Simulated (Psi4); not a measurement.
# BCl2 (SMILES Cl[B]Cl) at UBHLYP/def2-TZVP

What is the energy change on altering one bond length of BCl2 at UBHLYP/def2-TZVP? 

The results are computed with Psi4 1.11.

2 further runs of the same task are left out: 2 set aside as unsound or not needed.

## (1) The molecule

BCl2 has 3 atoms, charge 0, and is taken as a doublet. As SMILES, `Cl[B]Cl`. Geometry: relaxed at PBE0-D4/def2-TZVP.

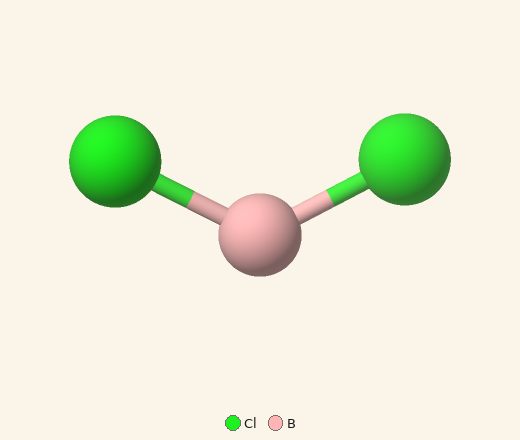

The structure, seen from a chosen angle (chlorine green, boron pink).

## (2) Energy and forces at UBHLYP/def2-TZVP

Contents of job.json:

```json
{
  "schema_name": "qcschema_input",
  "schema_version": 1,
  "molecule": {
    "schema_name": "qcschema_molecule",
    "schema_version": 2,
    "symbols": ["Cl", "B", "Cl"],
    "geometry": [0.70203326, -2.88296618, 0.05669178, -0.87664395, -0.09505322, -0.48547064, 0.15401268, 2.85556515, 0.40383447],
    "molecular_charge": 0,
    "molecular_multiplicity": 2,
    "fix_symmetry": "c1"
  },
  "driver": "gradient",
  "model": {
    "method": "bhhlyp",
    "basis": "def2-TZVP"
  },
  "keywords": {
    "reference": "uks",
    "puream": true,
    "e_convergence": 1e-09,
    "d_convergence": 1e-08,
    "scf_type": "pk",
    "dft_radial_points": 99,
    "dft_spherical_points": 590,
    "maxiter": 100,
    "scf_properties": ["QUADRUPOLE", "MULLIKEN_CHARGES", "WIBERG_LOWDIN_INDICES"]
  }
}
```

On the command line:

```sh
psi4 --qcschema job.json -n 1 --memory 1600MB
```

stdout:

```text
[...]
  Running in c1 symmetry.
[...]
  Nuclear repulsion =  102.359078380213518
[...]
  Multiplicity = 2
[...]
  Nalpha       = 20
  Nbeta        = 19
[...]
    Number of basis functions: 105
[...]
   @UKS iter   1:  -945.24549566496853   -1.77878e-01   3.06200e-03 DIIS/ADIIS
[...]
   @UKS iter  11:  -945.27497378038834   -2.28511e-11   5.66634e-09 DIIS
[...]
   @S^2 Observed:                7.531871069E-01
[...]
    Orbital Energies [Eh]
    ---------------------
    Alpha Occupied:
       1A   -102.822792     2A   -102.822785     3A     -9.911278
       4A     -9.911269     5A     -7.560965     6A     -7.560957
       7A     -7.557007     8A     -7.556999     9A     -7.556540
      10A     -7.556530    11A     -7.206656    12A     -1.000421
      13A     -0.966408    14A     -0.597538    15A     -0.515590
      16A     -0.469618    17A     -0.456903    18A     -0.409737
      19A     -0.402821    20A     -0.278764
    Alpha Virtual:
      21A     -0.027910    22A      0.083023    23A      0.111630
      24A      0.116948    25A      0.150266    26A      0.151227
[...]
  @UKS Final Energy:  -945.27497378038834
   => Energetics <=
    Nuclear Repulsion Energy =            102.3590783802135178
    One-Electron Energy =               -1507.2137663316661929
    Two-Electron Energy =                 490.6456554186951848
    DFT Exchange-Correlation Energy =     -31.0659412476307750
    Empirical Dispersion Energy =           0.0000000000000000
    VV10 Nonlocal Energy =                  0.0000000000000000
    Total Energy =                       -945.2749737803882226
[...]
 Multipole Moments:
 ------------------------------------------------------------------------------------
     Multipole            Electronic (a.u.)      Nuclear  (a.u.)        Total (a.u.)
 ------------------------------------------------------------------------------------
 L = 1.  Multiply by 2.5417464519 to convert [e a0] to [Debye]
 Dipole X            :         -0.3803547            0.4527417            0.0723870
 Dipole Y            :         -0.0210070            0.0248715            0.0038645
 Dipole Z            :         -0.0000000           -0.0000000           -0.0000000
 Magnitude           :                                                    0.0724901
 L = 2.  Multiply by 1.3450342976 to convert [e a0^2] to [Debye ang]
 Quadrupole XX       :        -34.1654007           10.5094189          -23.6559818
 Quadrupole XY       :         14.9333720          -14.9855524           -0.0521804
[...]
  Mulliken Charges: (a.u.)
   Center  Symbol    Alpha    Beta     Spin     Total
       1    CL     8.57258  8.51069  0.06190 -0.08327
       2     B     2.85481  1.97860  0.87620  0.16659
       3    CL     8.57261  8.51071  0.06190 -0.08331
   Total alpha = 20.00000, Total beta = 19.00000, Total charge =  0.00000
  Wiberg Bond Indices using Orthogonal Lowdin Orbitals:
  Total Bond Index:
  Irrep: 1 Size: 3 x 3
[...]
  -Total Gradient:
     Atom            X                  Y                   Z
    ------   -----------------  -----------------  -----------------
       1        0.000412875482    -0.000124396124     0.000000000000
       2       -0.000821811320    -0.000064482006     0.000000000000
       3        0.000405667602     0.000188697762    -0.000000000000
[...]
```

The result, in JSON:

```text
{
 "driver": "gradient",
 "model": {
  "method": "bhhlyp",
  "basis": "def2-TZVP"
 },
 "success": true,
 "return_result": [0.0004128754821185465, -0.00012439612417013135, 3.1327122286304183e-14, -0.0008218113195911092, -6.448200620260466e-05, 1.3188092625663877e-14, 0.00040566760176579536, 0.0001886977619254271, -7.573912541470863e-14],
 "properties": {
  "calcinfo_nbasis": 105,
  "calcinfo_nmo": 105,
  "calcinfo_nalpha": 20,
  "calcinfo_nbeta": 19,
  "calcinfo_natom": 3,
  "nuclear_repulsion_energy": 102.35907838021352,
  "return_energy": -945.2749737803883,
  "return_gradient": [0.0004128754821185465, -0.00012439612417013135, 3.1327122286304183e-14, -0.0008218113195911092, -6.448200620260466e-05, 1.3188092625663877e-14, 0.00040566760176579536, 0.0001886977619254271, -7.573912541470863e-14],
  "scf_one_electron_energy": -1507.2137663316662,
  "scf_two_electron_energy": 490.6456554186952,
  "scf_xc_energy": -31.065941247630775,
  "scf_dipole_moment": [0.07238698262973275, 0.003864467048240061, -3.651655969210454e-15],
  "scf_total_energy": -945.2749737803883,
  "scf_total_gradient": [0.0004128754821185465, -0.00012439612417013135, 3.1327122286304183e-14, -0.0008218113195911092, -6.448200620260466e-05, 1.3188092625663877e-14, 0.00040566760176579536, 0.0001886977619254271, -7.573912541470863e-14],
  "scf_iterations": 11
 }
}
```

Wall time 27 s (1 thread of Intel Xeon Platinum 8259CL at 2.50GHz (Skylake/Cascade Lake), shared host); peak memory 0.65 GiB.

## (3) The distorted shape

Contents of run.py:

```python
import psi4

psi4.set_memory(1600000000)
psi4.set_num_threads(1)
psi4.set_output_file('bcl2.out', False)

mol = psi4.geometry("""
0 2
Cl     0.098814    -2.306260    -0.205288
B     -0.736586    -0.830960    -0.492188
Cl     0.081500     1.511100     0.213700
symmetry c1
""")

options = {'basis': 'def2-TZVP', 'reference': 'uks', 'puream': True, 'e_convergence': 1e-09, 'd_convergence': 1e-08, 'scf_type': 'pk', 'dft_radial_points': 99, 'dft_spherical_points': 590, 'maxiter': 100}
psi4.set_options(options)

result, w = psi4.gradient('bhhlyp', molecule=mol, return_wfn=True)
psi4.oeprop(w, 'LOWDIN_CHARGES', 'MAYER_INDICES', 'DIPOLE', title='BHHLYP')
print('gradient / Eh bohr^-1')
print(result.np.round(6))
print(f'energy = {w.energy():.10f} Eh')
for k, v in sorted(psi4.core.scalar_variables().items()):
    print(f'{k:45s} {v:18.10f}')
```

On the command line:

```sh
python run.py
```

bcl2.out:

```text
[...]
  Running in c1 symmetry.
[...]
  Nuclear repulsion =   83.420253872908333
[...]
  Multiplicity = 2
[...]
  Nalpha       = 20
  Nbeta        = 19
[...]
    Number of basis functions: 105
[...]
   @UKS iter   1:  -945.09900369239529   -4.73251e-01   3.86687e-03 DIIS/ADIIS
[...]
   @UKS iter  17:  -945.18447025261071   -4.33147e-11   9.63481e-09 DIIS
[...]
   @S^2 Observed:                8.087019192E-01
[...]
    Orbital Energies [Eh]
    ---------------------
    Alpha Occupied:
       1A   -102.876200     2A   -102.776019     3A     -9.963971
       4A     -9.859178     5A     -7.613417     6A     -7.609544
       7A     -7.609200     8A     -7.516593     9A     -7.503076
      10A     -7.502989    11A     -7.274967    12A     -1.031362
      13A     -0.888993    14A     -0.617880    15A     -0.481419
      16A     -0.478343    17A     -0.438903    18A     -0.358993
      19A     -0.358825    20A     -0.343004
    Alpha Virtual:
      21A     -0.071622    22A     -0.040652    23A      0.069941
      24A      0.095504    25A      0.147673    26A      0.148065
[...]
  @UKS Final Energy:  -945.18447025261071
   => Energetics <=
    Nuclear Repulsion Energy =             83.4202538729083329
    One-Electron Energy =               -1469.3979430612030228
    Two-Electron Energy =                 471.7782912825893504
    DFT Exchange-Correlation Energy =     -30.9850723469053406
    Empirical Dispersion Energy =           0.0000000000000000
    VV10 Nonlocal Energy =                  0.0000000000000000
    Total Energy =                       -945.1844702526107085
[...]
  -Total Gradient:
     Atom            X                  Y                   Z
    ------   -----------------  -----------------  -----------------
       1        0.010911718792    -0.021257536390    -0.000000000000
       2       -0.028422487849    -0.020018672977     0.000000000000
       3        0.017513054500     0.041278860844    -0.000000000000
[...]
 Multipole Moments:
 ------------------------------------------------------------------------------------
     Multipole            Electronic (a.u.)      Nuclear  (a.u.)        Total (a.u.)
 ------------------------------------------------------------------------------------
 L = 1.  Multiply by 2.5417464519 to convert [e a0] to [Debye]
 Dipole X            :         -0.8232004            0.5538828           -0.2693176
 Dipole Y            :         -1.8082070            0.2503788           -1.5578283
 Dipole Z            :          0.0000000            0.0000000            0.0000000
 Magnitude           :                                                    1.5809367
[...]
```

On the terminal:

```text
gradient / Eh bohr^-1
[[ 0.010912 -0.021258 -0.      ]
 [-0.028422 -0.020019  0.      ]
 [ 0.017513  0.041279 -0.      ]]
energy = -945.1844702526 Eh
CURRENT ENERGY                                   -945.1844702526
CURRENT REFERENCE ENERGY                         -945.1844702526
DD SOLVATION ENERGY                                 0.0000000000
DFT FUNCTIONAL TOTAL ENERGY                      -945.1844702526
DFT TOTAL ENERGY                                 -945.1844702526
DFT VV10 ENERGY                                     0.0000000000
DFT XC ENERGY                                     -30.9850723469
GRID ELECTRONS ALPHA                               19.9999999833
GRID ELECTRONS BETA                                18.9999999843
GRID ELECTRONS TOTAL                               38.9999999676
NUCLEAR REPULSION ENERGY                           83.4202538729
ONE-ELECTRON ENERGY                             -1469.3979430612
PCM POLARIZATION ENERGY                             0.0000000000
PE ENERGY                                           0.0000000000
SCF ITERATION ENERGY                             -945.1844702526
SCF ITERATIONS                                     17.0000000000
SCF TOTAL ENERGY                                 -945.1844702526
TWO-ELECTRON ENERGY                               471.7782912826
XC GRID RADIAL POINTS                              99.0000000000
XC GRID SPHERICAL POINTS                          590.0000000000
XC GRID TOTAL POINTS                           166538.0000000000
```

It took 29 s on 1 thread of Intel Xeon Platinum 8259CL at 2.50GHz (Skylake/Cascade Lake), shared host; peak memory 0.64 GiB.

## (4) Results

At UBHLYP/def2-TZVP:

| quantity | value |
| --- | --- |
| first shape: total energy | -945.27497 Eh |
| first shape: dipole moment | 0.18 D |
| first shape: HOMO energy (highest over α and β) | -7.59 eV |
| first shape: LUMO energy (lowest over α and β) | -1.24 eV |
| first shape: ⟨S²⟩ | 0.753 |
| first shape: largest force on an atom | 0.042 eV/Å |
| distorted shape: total energy | -945.18447 Eh |
| distorted shape: dipole moment | 4.02 D |
| distorted shape: HOMO energy (highest over α and β) | -9.33 eV |
| distorted shape: LUMO energy (lowest over α and β) | -3.48 eV |
| distorted shape: ⟨S²⟩ | 0.809 |
| distorted shape: largest force on an atom | 2.306 eV/Å |
| energy change with the B2–Cl3 bond stretched from 1.720 to 2.579 Å | 2.463 eV |

What this shows: With the B2–Cl3 bond stretched from 1.720 to 2.579 Å the energy rises by 2.46 eV (238 kJ/mol). The first shape isn't relaxed at this level, so the change isn't measured from a minimum.
